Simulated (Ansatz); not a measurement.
# One shape, several levels: SiHCl2 (SMILES Cl[SiH]Cl)

Aim: a comparison of 6 runs (UBLYP/STO-3G, UCAM-B3LYP/STO-3G, UHSE06/STO-3G, UPBE0/STO-3G, UCCSDT/STO-3G, UCCSDTQ/STO-3G) of SiHCl2. 

The calculation is run with Ansatz 0.2.0.

68 further runs of the same task are left out: 9 that didn't finish, 59 set aside as unsound or not needed.

### 1 The molecule

SiHCl2 has 4 atoms, charge 0, and is taken as a doublet. As SMILES, `Cl[SiH]Cl`. The Cl3–Si2 distance was set to 3.070 Å, away from the relaxed value. At this shape a bond of the SMILES string is far longer than usual.

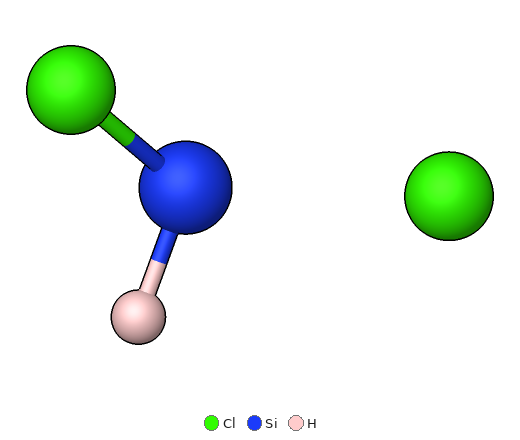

The structure, seen from a chosen angle (chlorine green, silicon blue, hydrogen pink).

### 2 A single-point energy at UBLYP/STO-3G (run 1)

The input, in.yaml:

```yaml
basis:
  gaussian: {orbitals: STO-3G}
crystal:
  periodic: [false, false, false]
  atoms:
    - symbol: Cl
      position_ang: [-1.678250, 0.111350, 1.910250]
    - symbol: Si
      position_ang: [0.155950, -0.480650, 1.220850]
    - symbol: Cl
      position_ang: [0.250900, -0.281300, -1.841700]
    - symbol: H
      position_ang: [1.176550, 0.451250, 1.773250]
magnetization: {spin_polarized: true, initial_magnetization: 1}
hamiltonian: {xc: {name: BLYP}}
accuracy: high
```

On the command line:

```console
$ ansatz run in.yaml --threads 1 --pin off --max-ram 2610MiB --events-out events.jsonl --progress --plain --runs-dir runs
```

The program printed:

```text
Warning: RAYON_NUM_THREADS=1 ignored (pool sized by the plan → 1); use --threads N
Functional definition: BLYP
  name "BLYP"
  parameter beta = 0.0042
  parameter a = 0.04918
  parameter b = 0.132
  parameter c = 0.2533
  parameter d = 0.349
  exchange = b88_x(beta = beta)
  correlation = lyp_c(a = a, b = b, c = c, d = d)
482 factors; integrals over basis functions are off by at most 1.7e-8 eV
mean field evaluation 1: about -32563.8804 eV, gradient 1.8e1 eV
mean field evaluation 2: about -32372.0086 eV, gradient 9.2e1 eV
mean field evaluation 4: about -32568.7985 eV, gradient 1.1e1 eV
mean field evaluation 8: about -32568.7723 eV, gradient 1.1e1 eV
mean field evaluation 16: about -32569.9605 eV, gradient 6.4e-6 eV
mean field evaluation 32: about -32569.8470 eV, gradient 2.5e0 eV
mean field -32569.96048092 eV, -1196.9239709616 hartree, gradient 2.5e-8 eV, S^2 0.759225; 6 other end points of the search recorded, 0 dependent functions left out
reference -32569.96052156 eV, -1196.9239724550 hartree; 25, 24 occupied and 3, 4 virtual orbitals, 482 factors
Total energy: -32569.96052156 eV, -1196.9239724550 hartree
```

Run time: 2.9 s. Hardware: 1 thread of Arm Neoverse V2, shared host; peak memory 0.14 GiB.

### 3 The energy at UCAM-B3LYP/STO-3G (run 2)

The input, run.yaml:

```yaml
crystal:
  periodic: [false, false, false]
  atoms:
    - {symbol: Cl, position_ang: [-1.678250, 0.111350, 1.910250]}
    - {symbol: Si, position_ang: [0.155950, -0.480650, 1.220850]}
    - {symbol: Cl, position_ang: [0.250900, -0.281300, -1.841700]}
    - {symbol: H, position_ang: [1.176550, 0.451250, 1.773250]}
basis:
  gaussian:
    orbitals: STO-3G
hamiltonian:
  xc: {name: CAM-B3LYP}
accuracy: high
magnetization:
  spin_polarized: true
  initial_magnetization: 1
```

On the command line:

```console
$ ansatz run run.yaml --threads 1 --pin off --max-ram 2610MiB --events-out events.jsonl --progress --plain --runs-dir runs
```

The program printed, cut to the lines that bear on the results:

```text
Warning: RAYON_NUM_THREADS=1 ignored (pool sized by the plan → 1); use --threads N
Functional definition: CAM-B3LYP
  name "CAM-B3LYP"
[...]
482 factors; integrals over basis functions are off by at most 1.7e-8 eV
181 factors; integrals over basis functions are off by at most 1.3e-9 eV
[...]
mean field -32572.04179998 eV, -1197.0004580262 hartree, gradient 3.1e-8 eV, S^2 0.824061; 2 other end points of the search recorded, 0 dependent functions left out
reference -32572.04181442 eV, -1197.0004585572 hartree; 25, 24 occupied and 3, 4 virtual orbitals, 482 factors
Total energy: -32572.04181442 eV, -1197.0004585572 hartree
```

Run time: 3.6 s. Hardware: 1 thread of Arm Neoverse V2, shared host; peak memory 0.16 GiB.

Run 3 isn't shown in full; the table further down has it.

### 4 The energy at UPBE0/STO-3G (run 4)

The input, input.yaml:

```yaml
basis:
  gaussian:
    orbitals: STO-3G
crystal:
  periodic: [false, false, false]
  atoms:
    - symbol: Cl
      position_ang: [-1.678250, 0.111350, 1.910250]
    - symbol: Si
      position_ang: [0.155950, -0.480650, 1.220850]
    - symbol: Cl
      position_ang: [0.250900, -0.281300, -1.841700]
    - symbol: H
      position_ang: [1.176550, 0.451250, 1.773250]
magnetization:
  spin_polarized: true
  initial_magnetization: 1
hamiltonian:
  xc: {name: PBE0}
accuracy: high
```

On the command line:

```console
$ ansatz run input.yaml --threads 1 --pin off --max-ram 2610MiB --events-out events.jsonl --progress --plain --runs-dir runs
```

The program printed:

```text
Warning: RAYON_NUM_THREADS=1 ignored (pool sized by the plan → 1); use --threads N
Functional definition: PBE0
  name "PBE0"
  parameter a = 0.25
  parameter kappa = 0.804
  parameter beta = 0.06672455060314922
  exchange = (1 - a)*pbe_x(kappa = kappa, mu = beta*pi^2/3) + a*exact_x
  correlation = pbe_c(beta = beta)
482 factors; integrals over basis functions are off by at most 1.7e-8 eV
mean field evaluation 1: about -32557.7136 eV, gradient 1.6e1 eV
mean field evaluation 2: about -32502.8626 eV, gradient 6.1e1 eV
mean field evaluation 4: about -32562.1836 eV, gradient 6.7e0 eV
mean field evaluation 8: about -32562.9688 eV, gradient 1.8e-1 eV
mean field evaluation 16: about -32562.9728 eV, gradient 3.5e-3 eV
mean field evaluation 32: about -32562.7914 eV, gradient 1.7e0 eV
mean field -32562.97284891 eV, -1196.6671802216 hartree, gradient 3.8e-8 eV, S^2 0.802578; 2 other end points of the search recorded, 0 dependent functions left out
reference -32562.97285030 eV, -1196.6671802726 hartree; 25, 24 occupied and 3, 4 virtual orbitals, 482 factors
Total energy: -32562.97285030 eV, -1196.6671802726 hartree
```

It took 3 s on 1 thread of Arm Neoverse V2, shared host; peak memory 0.15 GiB.

Run 5 isn't shown in full; the table further down has it.

### 5 A single-point energy at UCCSDTQ/STO-3G (run 6)

The input, input.yaml:

```yaml
crystal:
  periodic: [false, false, false]
  atoms:
    - {symbol: Cl, position_ang: [-1.678250, 0.111350, 1.910250]}
    - {symbol: Si, position_ang: [0.155950, -0.480650, 1.220850]}
    - {symbol: Cl, position_ang: [0.250900, -0.281300, -1.841700]}
    - {symbol: H, position_ang: [1.176550, 0.451250, 1.773250]}
basis:
  gaussian: {orbitals: STO-3G}
scf: {omitted_lower_state_checks: [cluster_reference, increment]}
correlation: {method: ccsdtq, frozen_orbitals: {Cl: 5, H: 0, Si: 5}}
accuracy: high
magnetization: {spin_polarized: true, initial_magnetization: 1}
```

On the command line:

```console
$ ansatz run input.yaml --threads 1 --pin off --max-ram 2610MiB --events-out events.jsonl --progress --plain --runs-dir runs
```

The program printed:

```text
Warning: RAYON_NUM_THREADS=1 ignored (pool sized by the plan → 1); use --threads N
[... 14 lines left out ...]
15 core orbitals not correlated: weight in the atoms' cores, before any rotation towards them, 1.000 or more for the frozen orbitals, at most 0.000 for the correlated occupied ones
[... 79 lines left out ...]
Total energy: -32527.23142892 eV, -1195.3537072636 hartree
Checks for a lower state left out: cluster_reference, increment
```

It took 1.8 min on 1 thread of Arm Neoverse V2, shared host; peak memory 0.7 GiB.

### 6 Overview of the runs

| run | level | frozen core orbitals | energy (Eh) | ⟨S²⟩ | wall time |
| --- | --- | --- | --- | --- | --- |
| 1 | UBLYP/STO-3G | – | -1196.923972 | 0.759 | 2.9 s |
| 2 | UCAM-B3LYP/STO-3G | – | -1197.000459 | 0.824 | 3.6 s |
| 3 | UHSE06/STO-3G | – | -1196.646779 | 0.800 | 3.6 s |
| 4 | UPBE0/STO-3G | – | -1196.667180 | 0.803 | 3 s |
| 5 | UCCSDT/STO-3G | 15 | -1195.353665 | 0.993 | 1.4 s |
| 6 | UCCSDTQ/STO-3G | 15 | -1195.353707 | 0.993 | 1.8 min |

### 7 Summary of results

| quantity | value |
| --- | --- |
| run 6: total energy | -1195.35371 Eh |
| run 6: correlation energy (15 core orbitals frozen) | -52.6 mEh |
| run 6: ⟨S²⟩ of the reference determinant | 0.993 |
| run 6: T1 diagnostic | 0.033 |

**Reading.** Totals of different functionals can't be ranked against each other. In runs 1, 2, 3, 4, 5, 6 the basis is minimal, so the values are rough. Spin contamination of the reference: run 5 ⟨S²⟩ = 0.99, run 6 ⟨S²⟩ = 0.99. All runs together took 2 min, the longest 1.8 min.
